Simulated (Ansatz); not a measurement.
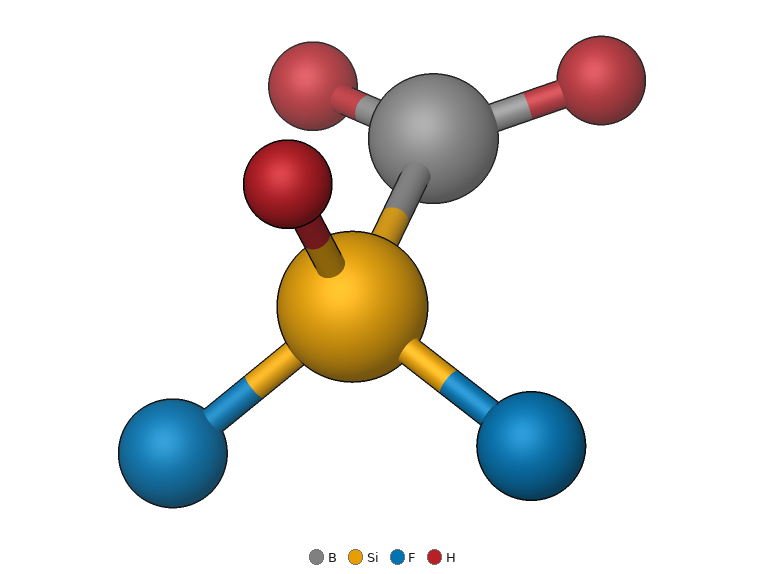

Ball-and-stick drawing of a structure.

The geometry was computed by an optimisation with PBE0-D4/def2-TZVP.

Describe the molecule.

It has 7 atoms: 1 boron, 2 fluorine, 3 hydrogen and 1 silicon (BF₂H₃Si). Its SMILES string is `B[SiH](F)F`. It has no ring. Among its groups: Si–H bond, B–H bond. The point group is Cs. Coordination: 1 B trigonal planar; 1 Si tetrahedral.

The parts below concern this one geometry. Atoms keep their numbers from picture to picture.

Shape

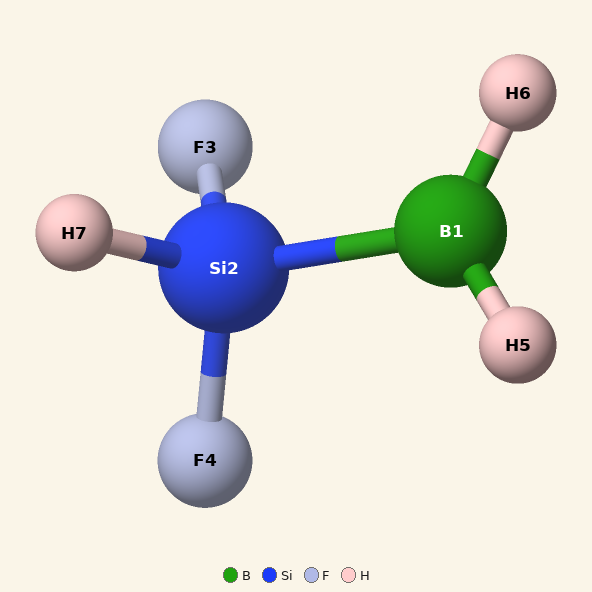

Numbered structure.

What are the angles Si2–B1–H5, H5–B1–H6, B1–Si2–F3, B1–Si2–H7, F3–Si2–F4, F3–Si2–H7?

```json
{"angle": "Si2–B1–H5", "degrees": "120.9"}
{"angle": "H5–B1–H6", "degrees": "118.1"}
{"angle": "B1–Si2–F3", "degrees": "111.5"}
{"angle": "B1–Si2–H7", "degrees": "112.5"}
{"angle": "F3–Si2–F4", "degrees": "106.1"}
{"angle": "F3–Si2–H7", "degrees": "107.5"}
```

Electronic properties

Method: RKS PBE0-D4/def2-SVP (Ansatz 0.2.0).

Predict the main results.

- HOMO energy (Kohn–Sham orbital): −8.66 eV
- LUMO energy (Kohn–Sham orbital): −3.01 eV
- HOMO–LUMO gap: 5.65 eV
- dispersion correction: −8.7 kJ/mol

Dipole moment

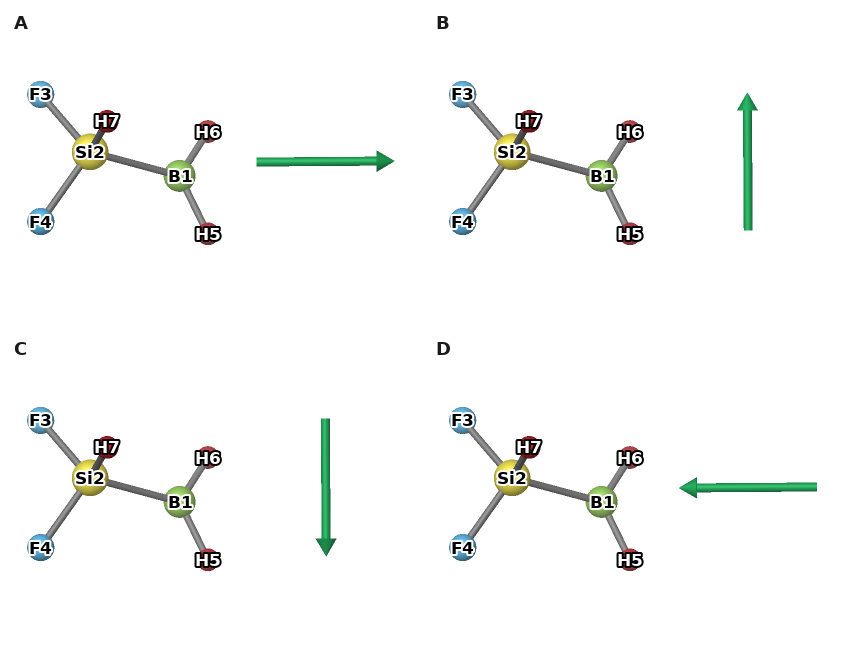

The same molecule four times, each with an arrow. Level of theory: RKS PBE0-D4/def2-TZVP (Ansatz 0.2.0).

**Which arrow points along the dipole moment, from the negative to the positive end?**

A. The dipole moment is 1.86 D; it points from the side of F3, F4 to the side of H5, H6 (the outermost atoms at the two ends).

Vibrations

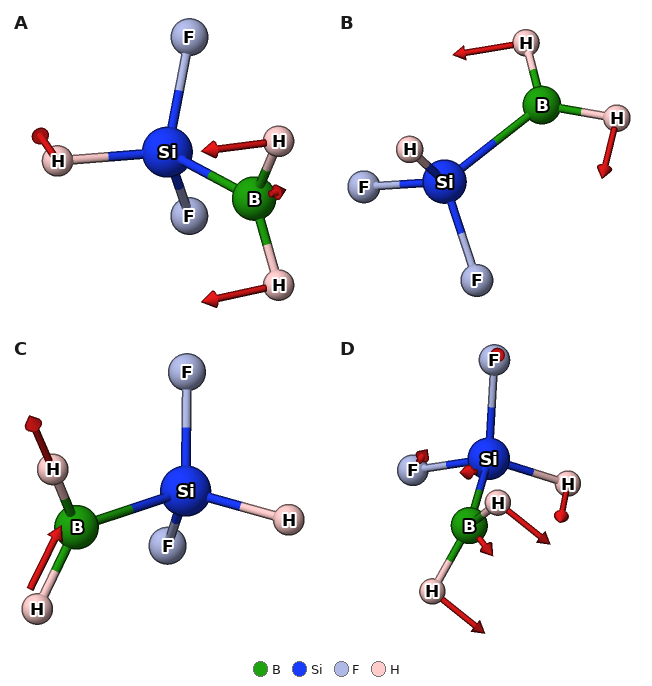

4 normal modes of one molecule or complex, as arrows. Harmonic vibrations computed with RKS PBE0-D4/def2-TZVP (Ansatz 0.2.0) at a stationary point of the same level.

**Match the panels to the wavenumbers 241 cm⁻¹, 936 cm⁻¹, 1170 cm⁻¹, 2691 cm⁻¹.**

A: 936 cm⁻¹, B–Si–H bending
B: 1170 cm⁻¹, angle bending
C: 2691 cm⁻¹, out-of-phase stretching of 2 B–H bonds
D: 241 cm⁻¹, angle bending
